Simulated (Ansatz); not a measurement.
# Molecular dynamics of NiGe$_{16}$

System: NiGe$_{16}$ (defect cell, 17 atoms in the cell).
Method: DFT PBE, scalar-relativistic, plane waves, PAW, PAW set soft_1 (Ansatz 0.2.0).

One setting was made poor on purpose. It belongs to a series of runs on one base structure; here: an input spoilt on purpose.

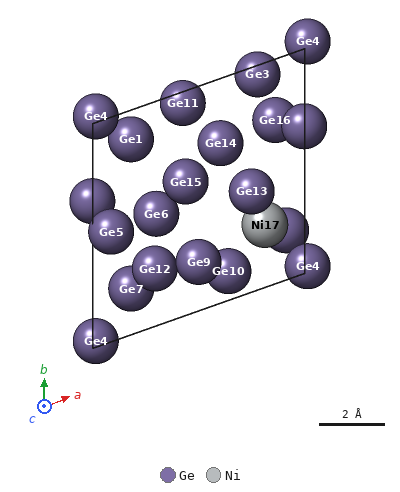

The structure as given in the input (spheres-only view of the cell of the calculation, along the c axis; atoms are numbered from 1 in the order of the input). An atom can appear more than once, as a periodic image.

### Input
```yaml
accuracy: low
crystal:
  lattice:
    - [0.0, 5.66, 5.66]
    - [5.66, 0.0, 5.66]
    - [5.66, 5.66, 0.0]
  atoms:
    - { symbol: Ge, position: [0.17958794, -0.12970941, 0.16481077] }
    - { symbol: Ge, position: [-0.08825714, 0.22135517, 0.28263488] }
    - { symbol: Ge, position: [-0.22336862, -0.03975977, 0.73916193] }
    - { symbol: Ge, position: [0.01346717, 0.02760337, 0.86482113] }
    - { symbol: Ge, position: [0.08597376, 0.49043013, -0.05426932] }
    - { symbol: Ge, position: [0.2990554, 0.49914653, 0.13388276] }
    - { symbol: Ge, position: [0.18071991, 0.20566025, 0.49891311] }
    - { symbol: Ge, position: [-0.00282288, 0.65575205, 0.52804739] }
    - { symbol: Ge, position: [0.49836858, 0.21826583, -0.03684513] }
    - { symbol: Ge, position: [0.63931023, 0.13041671, 0.28331711] }
    - { symbol: Ge, position: [0.42398354, -0.04962216, 0.30729575] }
    - { symbol: Ge, position: [0.29197225, 0.2577929, 0.71333518] }
    - { symbol: Ge, position: [0.74948672, 0.44836036, -0.1752305] }
    - { symbol: Ge, position: [0.60210076, 0.71214892, 0.06955659] }
    - { symbol: Ge, position: [0.43757222, 0.59649248, 0.62088945] }
    - { symbol: Ge, position: [0.86045294, 0.72903828, 0.21447636] }
    - { symbol: Ni, position: [0.81152535, 0.28021447, 0.58170824], spin: 0.8 }
magnetization:
  spin_polarized: true
basis:
  ecutwfc: 420.0
kpoints:
  mp_grid: { grid: [2, 2, 2] }
hamiltonian:
  xc: pbe
  pseudopotentials: { kind: paw, azcp: { folder: soft_1 } }
scf:
  occupations: { method: fermi_dirac, width: 0.15 }
  lower_state_search: "off"
  max_iter: 87
md:
  timestep: 4.5
  n_steps: 25
  ensemble: NVE
  temperature: 1680.0
  initial_velocities: maxwell_boltzmann
  seed: 70665
```

Run on 4 threads of Arm Neoverse V1, 24 GiB of memory available, shared host.

Launch command:
```bash
ansatz run input.yaml --threads 4 --pin off --max-ram 10240MiB --backend cpu --events-out ev --progress --plain --runs-dir out
```

### Output
```
Error: YAML parse error: error: line 41 column 13: unknown variant `NVE`, expected one of nve, nve_milne, nvt_langevin, nvt_nose_hoover, npt_langevin
  --> <input>:41:13
   |
39 |   timestep: 4.5
40 |   n_steps: 25
41 |   ensemble: NVE
   |             ^ unknown variant `NVE`, expected one of nve, nve_milne, nvt_langevin, nvt_nose_hoover, npt_langevin
42 |   temperature: 1680.0
43 |   initial_velocities: maxwell_boltzmann
   |
```

### Outcome

```json
{"quantity": "outcome", "value": "refused by the program"}
```

### Diagnosis

The program refused the input: “YAML parse error: error: line 41 column 13: unknown variant `NVE`, expected one of nve, nve_milne, nvt_langevin, nvt_nose_hoover, npt_langevin --> <input>:41:13 | 39 | timestep: 4.5 40 | n_steps: 25 41 | ensemble: NVE | ^ unknown variant `NVE`, expected one of nve, nve_milne, nvt_langevin, nvt_nose_hoover, …” A deliberately poor setting: bad input. The input asks for low accuracy.
